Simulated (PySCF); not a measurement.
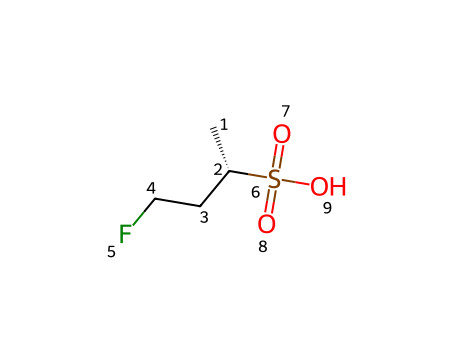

A structural formula, with wedges where it has stereocentres; small numbers name the atoms. The configuration is that of a computed structure (PBE0-D3(BJ)/def2-SVP).

Assign CIP descriptors.

Answer. C2: S.

Write the isomeric SMILES.

Answer. C[C@@H](CCF)S(=O)(=O)O
